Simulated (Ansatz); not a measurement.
**Run report: GeH5ClF2, nudged elastic band**

The run: nudged elastic band of GeH5ClF2. Method and program: RKS PBE0-D4/def2-SVP (Ansatz 0.2.0).

The run did not end well.

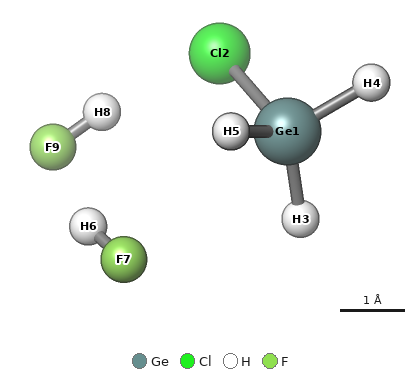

*The starting structure (ball-and-stick view, seen at a tilt; atoms are numbered from 1 in the order of the input). Sticks mark near contacts.*

### The input
```yaml
crystal:
  periodic: [false, false, false]
  atoms:
    - {symbol: Ge, position_ang: [-0.896429, -1.230985, -0.043014]}
    - {symbol: Cl, position_ang: [0.235890, -0.619818, 1.739742]}
    - {symbol: H, position_ang: [0.143329, -1.580469, -1.101273]}
    - {symbol: H, position_ang: [-1.681310, -2.451429, 0.446704]}
    - {symbol: H, position_ang: [-1.795691, -0.050242, -0.391028]}
    - {symbol: H, position_ang: [0.915130, 1.643040, -0.872854]}
    - {symbol: F, position_ang: [0.485437, 1.256618, -1.609911]}
    - {symbol: H, position_ang: [1.129821, 1.135757, 1.139265]}
    - {symbol: F, position_ang: [1.463822, 1.897527, 0.692370]}
basis:
  gaussian: {orbitals: def2-SVP}
hamiltonian: {xc: pbe0, dispersion: d4}
neb:
  images: 5
  climbing: true
  max_iterations: 3
  initial_path: idpp
  final_atoms:
    - {symbol: Ge, position_ang: [-0.987834, -0.883896, -0.789128]}
    - {symbol: Cl, position_ang: [1.367508, -0.514860, 2.172544]}
    - {symbol: H, position_ang: [0.254657, -1.767291, -0.864582]}
    - {symbol: H, position_ang: [-1.686478, -0.877475, 0.567966]}
    - {symbol: H, position_ang: [-1.942158, -1.059592, -1.973106]}
    - {symbol: H, position_ang: [0.642204, 1.652290, -0.156432]}
    - {symbol: F, position_ang: [-0.385860, 0.776192, -1.004576]}
    - {symbol: H, position_ang: [1.476503, 0.644421, 1.599840]}
    - {symbol: F, position_ang: [1.261457, 2.030211, 0.447472]}
```

Launch command:
```bash
ansatz run in.yaml --threads 8 --pin off --events-out ev --progress --plain --max-ram 19148MiB
```

### The program's output
```
Functional definition: PBE0
  name "PBE0"
  cite "Adamo & Barone, J. Chem. Phys. 110, 6158 (1999) doi:10.1063/1.478522"
  cite "Perdew, Burke & Ernzerhof, Phys. Rev. Lett. 77, 3865 (1996) doi:10.1103/PhysRevLett.77.3865"
  parent pbe
  parameter a = 0.25
  parameter kappa = 0.804
  parameter beta = 0.06672455060314922
  exchange = (1 - a)*pbe_x(kappa = kappa, mu = beta*pi^2/3) + a*exact_x
  correlation = pbe_c(beta = beta)
1070 factors; integrals over basis functions are off by at most 4.5e-4 eV
mean field evaluation 1: about -74523.1310 eV, gradient 4.0e1 eV
mean field evaluation 2: about -74522.2487 eV, gradient 4.9e1 eV
mean field evaluation 4: about -74525.4410 eV, gradient 6.2e-1 eV
mean field evaluation 8: about -74525.4534 eV, gradient 4.9e-3 eV
mean field -74525.45342600 eV, -2738.7598982389 hartree, gradient 2.2e-5 eV, S^2 0.000000; 0 other end points of the search recorded, 0 dependent functions left out
the calculation of the forces begins
reference -74525.45344978 eV, -2738.7598991127 hartree; 36, 36 occupied and 67, 67 virtual orbitals, 1070 factors
1077 factors; integrals over basis functions are off by at most 7.9e-4 eV
mean field evaluation 16: about -74521.4115 eV, gradient 5.3e1 eV
mean field -74525.33263577 eV, -2738.7554592797 hartree, gradient 2.5e-5 eV, S^2 0.000000; 0 other end points of the search recorded, 0 dependent functions left out
[... from here on the field's lines of each further geometry are left out, up to the last ...]
WARN: NEB end point (image 0): max|allowed force component| = 1.480e-1 eV/Å (the criterion of neb.relax_end_points is 1.000e-2). That is over neb.f_tol: it is no minimum, so the barrier can be far off. Relax it first
WARN: NEB end point (image 6): max|allowed force component| = 2.627e-1 eV/Å (the criterion of neb.relax_end_points is 1.000e-2). That is over neb.f_tol: it is no minimum, so the barrier can be far off. Relax it first
NEB iter   1: max|band force component| = 3.501e0 eV/Å  barrier→ = 2.9615 eV  barrier← = 2.8331 eV  Δτ_max = 0.2000 Å  (181 SCF iters)
NEB iter   2: max|band force component| = 2.637e0 eV/Å  barrier→ = 1.6343 eV  barrier← = 1.5059 eV  Δτ_max = 0.2000 Å  (144 SCF iters)
the calculation of the forces begins
reference -74524.60346244 eV, -2738.7286626542 hartree; 36, 36 occupied and 67, 67 virtual orbitals, 1074 factors
these checks for a lower state are left out or cut short: starts, cluster_reference, orbital_swaps, neighbouring_geometries, increment
1074 factors; integrals over basis functions are off by at most 1.0e-3 eV
mean field -74525.22816288 eV, -2738.7516199718 hartree, gradient 1.7e-5 eV, S^2 0.000000; 0 other end points of the search recorded, 0 dependent functions left out
the calculation of the forces begins
reference -74525.22818741 eV, -2738.7516208735 hartree; 36, 36 occupied and 67, 67 virtual orbitals, 1074 factors
NEB iter   3: max|band force component| = 1.623e0 eV/Å  barrier→ = 1.2352 eV  barrier← = 1.1068 eV  Δτ_max = 0.1448 Å  (141 SCF iters)
```

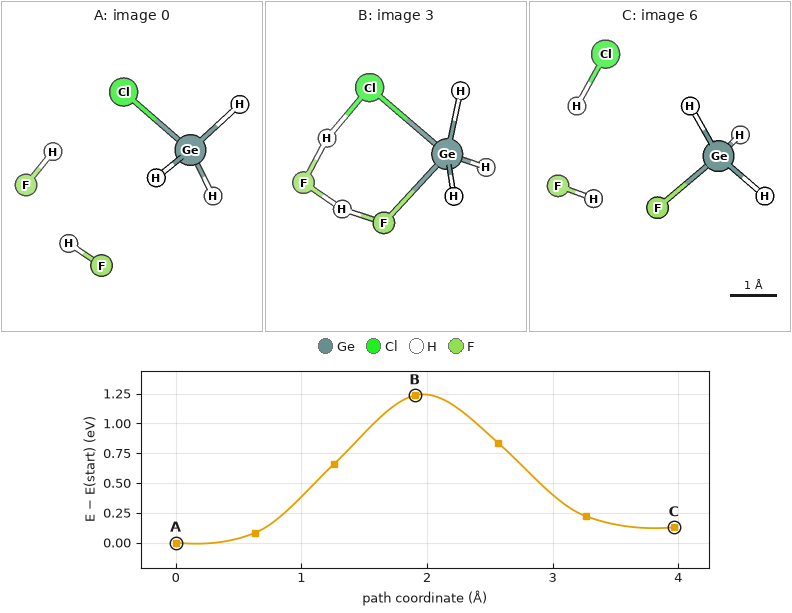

*Images of the last band (counted from 0; ball-and-stick, seen at a tilt) above the energy along the path; the line is a cubic interpolation that uses the forces.*

The highest image is number 3, 1.235 eV above the start and 1.107 eV above the end; the end lies 0.128 eV above the start. The path is 3.96 Å long. The band had not converged after 3 iterations. The end points carry forces over 0.1 eV/Å, so they aren't fully relaxed minima and the barriers are approximate.

```
Error: NEB band did not converge after 3 iterations: max|band force component| = 1.62e0 eV/Å (threshold 5.0e-2); raise `neb.max_iterations` in a new run, which can start from the last band evaluated (`neb.initial_path`, with `crystal.atoms` and `neb.final_atoms` set to its first and last images), add images, or start from endpoints closer to local minima. Where this run's directory can be resumed (`checkpoint.write`), a resume goes on for up to `neb.max_iterations` more; to start a new run from the last band, take its images' positions from the `neb_iteration` event of iteration 3 (`data.images[].positions_ang`), in the event stream of the run that computed that iteration (not this run's, if it was resumed behind it). With `checkpoint.write`, `steps/00-neb/state/checkpoint.json` in the run directory holds the last saved band, under `neb.evaluated.images[].positions_ang` (a band under a hybrid functional on support functions is neither saved nor resumed: `neb.initial_path` says where its path is): check the last entry of `neb.iterations` there, which is earlier than 3 if that iteration was not saved or its write failed. If the band's step has no `state` directory and holds `state.next`, a write was cut short, and the file is under `state.next` instead (behind a loss of power it can be under `state.prev`)
a run's events are kept only if it was started with --events-out <file>, and are in that file
```

### The last band as extended XYZ (Å, eV, eV/Å)
```
9
Properties=species:S:1:pos:R:3:forces:R:3 image=0 energy=-74525.57402
Ge   -0.8964   -1.2310   -0.0430   -0.0037   0.0552  -0.1318
Cl    0.2359   -0.6198    1.7397    0.0705   0.0173   0.1480
H     0.1433   -1.5805   -1.1013    0.0139  -0.0124  -0.0320
H    -1.6813   -2.4514    0.4467   -0.0238  -0.0299  -0.0003
H    -1.7957   -0.0502   -0.3910   -0.0269   0.0208  -0.0190
H     0.9151    1.6430   -0.8729    0.0154  -0.0140   0.0952
F     0.4854    1.2566   -1.6099   -0.0303  -0.0585   0.0554
H     1.1298    1.1358    1.1393    0.0352   0.0764  -0.0601
F     1.4638    1.8975    0.6924   -0.0503  -0.0549  -0.0555
9
Properties=species:S:1:pos:R:3:forces:R:3 image=1 energy=-74525.49126
Ge   -0.8438   -1.1275   -0.2359   -0.2792  -0.1301  -0.1813
Cl    0.3265   -0.6346    1.5666   -0.0975  -0.2828   0.2841
H     0.1509   -1.5920   -1.2927    0.0460   0.0125  -0.0135
H    -1.6741   -2.2810    0.3336   -0.0280  -0.1693  -0.0282
H    -1.7550    0.0248   -0.6362    0.0380   0.0664   0.1023
H     0.8103    1.6009   -0.5014    0.2667   0.2783   0.2080
F     0.3157    1.2484   -1.2155   -0.3035  -0.2270  -0.5816
H     1.1733    0.9705    1.1623   -0.0108  -0.1520   0.2057
F     1.4961    1.7905    0.8190    0.3684   0.6041   0.0046
9
Properties=species:S:1:pos:R:3:forces:R:3 image=2 energy=-74524.91189
Ge   -0.7752   -0.9501   -0.3744   -0.7238  -0.2814  -0.3782
Cl    0.4986   -0.7529    1.4545   -0.5009  -1.0165   0.4249
H     0.1913   -1.5103   -1.4062    0.0463  -0.0538  -0.0558
H    -1.6427   -1.9871    0.3366   -0.0884  -0.4710  -0.1094
H    -1.7857    0.0713   -0.9266    0.2431   0.0893   0.3529
H     0.7209    1.5049   -0.2416    0.5996   0.5896   0.4844
F     0.2020    1.2801   -0.9928   -0.7667  -0.4268  -1.3724
H     1.1797    0.7372    1.2386    0.1594  -0.0550   0.2667
F     1.4112    1.6069    0.9118    1.0314   1.6257   0.3868
9
Properties=species:S:1:pos:R:3:forces:R:3 image=3 energy=-74524.33881
Ge   -0.7807   -0.7353   -0.5750   -0.4013  -0.2146   0.1128
Cl    0.6977   -0.8520    1.4912   -0.7845  -1.4660  -0.0612
H     0.2028   -1.4158   -1.5075    0.1023  -0.0090  -0.1487
H    -1.5705   -1.7337    0.3045    0.0929  -0.0684   0.0052
H    -1.9163    0.0876   -1.2010   -0.0034   0.0904  -0.1070
H     0.7396    1.4593    0.0091    0.1136   0.0928   0.0300
F     0.0747    1.1524   -0.7689   -0.5076  -0.5460  -0.4143
H     1.1698    0.5086    1.3011    0.5232   0.9905   0.0182
F     1.3829    1.5289    0.9465    0.8648   1.1302   0.5651
9
Properties=species:S:1:pos:R:3:forces:R:3 image=4 energy=-74524.73477
Ge   -0.8492   -0.5658   -0.7913   -0.9234  -1.2531  -0.3298
Cl    0.8929   -0.9782    1.5528   -0.1851  -1.5912   0.3479
H     0.1792   -1.3354   -1.6051    0.0511   0.0292  -0.1650
H    -1.5045   -1.4630    0.2780    0.2006   0.3905   0.1486
H    -2.0311    0.0704   -1.5002   -0.2605   0.0075  -0.5560
H     0.7742    1.3979    0.2596    0.1020   0.3693  -0.0415
F    -0.0843    1.0395   -0.6008   -0.3319   0.2844  -0.2194
H     1.2287    0.2924    1.4092    0.4186   0.5469   0.2408
F     1.3941    1.5422    0.9978    0.9287   1.2165   0.5746
9
Properties=species:S:1:pos:R:3:forces:R:3 image=5 energy=-74525.35159
Ge   -0.9816   -0.4872   -0.9565   -0.4495  -0.7776  -0.2025
Cl    1.1552   -1.2172    1.6112   -0.0465  -0.5548   0.0526
H     0.1225   -1.2491   -1.6851    0.0070   0.0052  -0.0322
H    -1.5409   -1.1830    0.2774    0.0004   0.0123   0.0607
H    -2.0981    0.0405   -1.8536   -0.0712  -0.0168  -0.2054
H     0.7978    1.4253    0.4490   -0.1800   0.2167  -0.1799
F    -0.2561    1.0280   -0.4441    0.1010   0.6428   0.0184
H     1.3501    0.0719    1.4831    0.1981   0.1538   0.1685
F     1.4511    1.5709    1.1186    0.4407   0.3184   0.3198
9
Properties=species:S:1:pos:R:3:forces:R:3 image=6 energy=-74525.44560
Ge   -1.0849   -0.4039   -1.0197    0.0563  -0.0292   0.0610
Cl    1.4078   -1.4721    1.6450   -0.0474  -0.1707  -0.0198
H     0.0803   -1.2348   -1.5507    0.0097  -0.0361  -0.0254
H    -1.7265   -0.9438    0.2557   -0.0307  -0.0296   0.0150
H    -2.0962   -0.0015   -2.0961   -0.0289  -0.0144  -0.0266
H     0.7635    1.5216    0.5183   -0.0031  -0.0175  -0.0003
F    -0.3631    1.1523   -0.5485    0.0598   0.1005   0.0435
H     1.5849   -0.1870    1.6149   -0.0219   0.2627  -0.0642
F     1.4341    1.5690    1.1810    0.0063  -0.0657   0.0169
```

### What the run reported

| quantity | value |
| --- | --- |
| outcome | not converged |
| barrier, forward (band not converged) | 1.235 eV |
| barrier, backward | 1.107 eV |
| hardware | 8 threads of Arm Neoverse V2, 23 GiB of memory available, shared host |
| wall time | 14 s (CPU time 87 s) |
| peak memory | 0.49 GiB |

This input holds a deliberate fault: too few iterations. The run did not converge: “NEB band did not converge after 3 iterations: max|band force component| = 1.62e0 eV/Å (threshold 5.0e-2); raise `neb.max_iterations` in a new run, which can start from the last band evaluated (`neb.initial_path`, with `crystal.atoms` and `neb.final_atoms` set to its first and last images), add images, or start from endpoints closer to local minima …” Its last values are not results.
